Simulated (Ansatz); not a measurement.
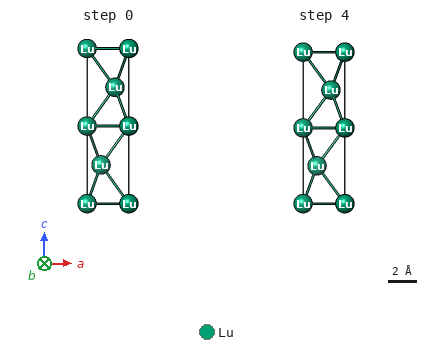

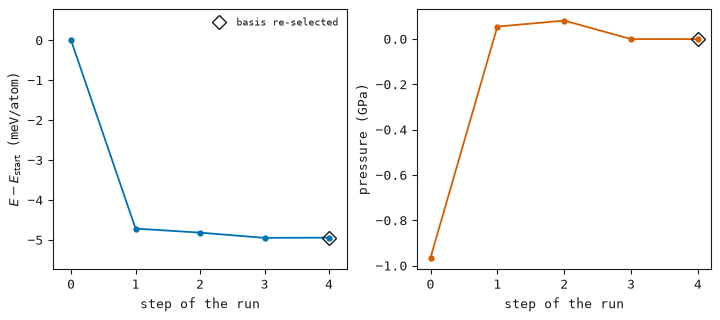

First and last geometry of a relaxation of solid Lu (built on the dhcp type) (coarse preliminary run), with the history of the run. The picture is a ball-and-stick view of the cell of the calculation, seen along the b axis.

Level of theory: DFT PBE, scalar-relativistic, plane waves, PAW (Ansatz).

Input
```yaml
crystal:
  lattice:
    - [3.4926397243, 0.0, 0.0]
    - [-1.7463198622, 3.0247147275, 0.0]
    - [0.0, 0.0, 11.2375914737]
  atoms:
    - { symbol: Lu, position: [0.0, 0.0, 0.0] }
    - { symbol: Lu, position: [0.0, 0.0, 0.5] }
    - { symbol: Lu, position: [0.3333333333, 0.6666666667, 0.25] }
    - { symbol: Lu, position: [0.6666666667, 0.3333333333, 0.75] }
basis:
  ecutwfc: 600
  ecutrho_ratio: 5
kpoints:
  mp_grid: { grid: [6, 6, 2] }
hamiltonian:
  xc: pbe
scf:
  occupations: { method: gaussian, width: 0.05 }
output:
  forces: true
  stress: true
  eigenvalues: true
relax:
  f_tol: 0.03
  max_steps: 60
  cell: { stress_tol: 0.3 }
```

Read the history and describe the run.

It converged. No atom moves by more than 0.005 Å relative to the cell. The volume changes by −2.4 %, with a = b 3.493 → 3.492 Å (0.0 %), c 11.238 → 10.973 Å (−2.4 %). Among the contacts that change: Lu1–Lu3 3.458 → 3.404 Å. The space group stays P6_3/mmc (No. 194). After 3 accepted moves (4 points after the start) the energy has fallen by 4.9 meV per atom. All forces vanish by symmetry, so only the cell relaxes. The pressure goes from −0.96 to 0.00 GPa. At 1 point the geometry stayed and the basis and grid were re-selected for the new cell (energy shift of less than 0.05 meV per atom at most each time).

```tsv
step	E − E(0), meV/atom	pressure, GPa	volume, Å³/atom	note
0	0.00	-0.96	29.679	
1	-4.71	0.06	28.925	
2	-4.82	0.08	28.916	
3	-4.95	0.00	28.966	
4	-4.94	0.00	28.966	same geometry, new basis
```
